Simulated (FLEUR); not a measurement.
Band structure of PdAu₃ (Pm-3m, 4 atoms in the cell).

```xyz
4
Lattice="4.0711 0.0000 0.0000 0.0000 4.0711 0.0000 0.0000 0.0000 4.0711" Properties=species:S:1:pos:R:3 pbc="T T T"
Pd     0.0000     0.0000     0.0000
Au     0.0000     2.0355     2.0355
Au     2.0355     0.0000     2.0355
Au     2.0355     2.0355     0.0000
```

Computed with PBEsol, all-electron FLAPW (FLEUR), scalar-relativistic valence run with FLEUR.

Settings: Kmax = 4 1/bohr; GmaxXC = 16 1/bohr; xcFunctional = PBEs; jspins = 1; l_soc = F; mode = hist; fermiSmearingEnergy = 0.00999582 Htr; mesh (inpgen div1-3) = 11 11 11; inpgen gamma flag = false; Gmax = 16 1/bohr; numbands = 0; maxIterBroyd = 15; imix = Anderson; alpha = 0.05.

The starting cell comes from a database of computed structures (which also holds hypothetical and non-ambient phases and stackings), without a prior relaxation at this level. Spin-orbit coupling is off. Spin polarisation is off. Values depend on the basis (sphere radii, cutoffs, local orbitals), which need not be converged.

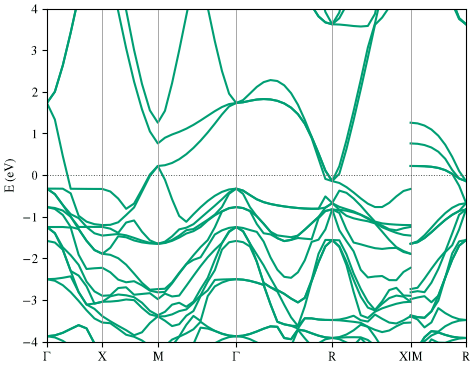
Bands along the path, energies from the Fermi level.

Levels in eV from the Fermi level, bands 30 to 37:
```
point     30     31     32     33     34     35     36    37
-----  -----  -----  -----  -----  -----  -----  -----  ----
Γ      -0.77  -0.32  -0.32  -0.32   1.73   1.73   1.73  6.29
X      -1.89  -1.45  -1.24  -1.20  -0.33   5.28   6.73  6.73
M      -1.65  -1.65  -1.65   0.22   0.22   0.76   1.26  8.96
R      -0.82  -0.67  -0.67  -0.67  -0.14  -0.14  -0.14  3.62
```
